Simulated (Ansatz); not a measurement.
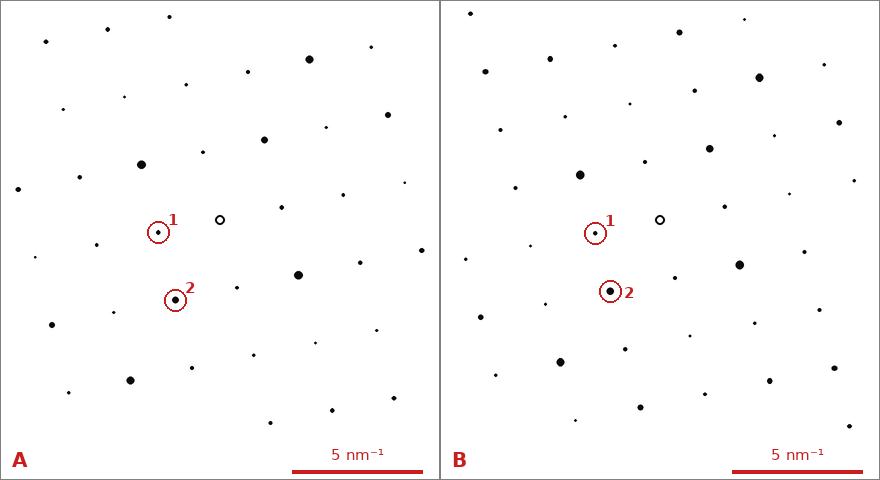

Kinematic electron diffraction patterns (300 kV, B = 0.5 Å², same scale) along [101] of the run's own cell, for the start and the end of one relaxation of Zr3Al2Sn2 with Ansatz 0.2.0, DFT, PAW plane waves, r2scan. k mesh 5×5×5. The start is a generated model structure, and the relaxation ends in the nearest stationary point of its symmetry, not necessarily the ground state. Spot 1 is 0 -1 0 and spot 2 is 1 -1 -1 in both.

Start structure:

```yaml
crystal:
  lattice:
    - [0.00000, 0.00000, 4.44446]
    - [4.01386, 0.00000, 0.00000]
    - [2.00693, 8.89746, -2.22223]
  atoms:
    - { symbol: Sn, position: [0.35840, 0.64160, 0.71680] }
    - { symbol: Sn, position: [0.64160, 0.35840, 0.28320] }
    - { symbol: Al, position: [0.43510, 0.06490, 0.87020] }
    - { symbol: Al, position: [0.56490, 0.93510, 0.12980] }
    - { symbol: Zr, position: [0.00000, 0.50000, 0.00000] }
    - { symbol: Zr, position: [0.18320, 0.81680, 0.36640] }
    - { symbol: Zr, position: [0.81680, 0.18320, 0.63360] }
```

Which pattern belongs to the start structure, and which to the relaxed one?

Answer. B is the start: its cell gives d(1) = 3.915 Å, d(2) = 2.979 Å and an angle of 43.6°. A is the relaxed structure, with d(1) = 4.115 Å (+5.1 %), d(2) = 2.818 Å (-5.4 %) and 49.4°.

Summarise the relaxation behind the change.

Answer. The volume changed by -7.2 % to 21.04 Å³ an atom; with the mean shift removed, the atoms moved by up to 0.16 Å relative to the cell (Zr most); the space group stayed Immm (No. 71); the free energy fell by 260 meV an atom. Relaxed cell: a = 3.784 Å, b = 4.221 Å, c = 9.647 Å, α = 77.36°, β = 101.31°, γ = 90.00°.
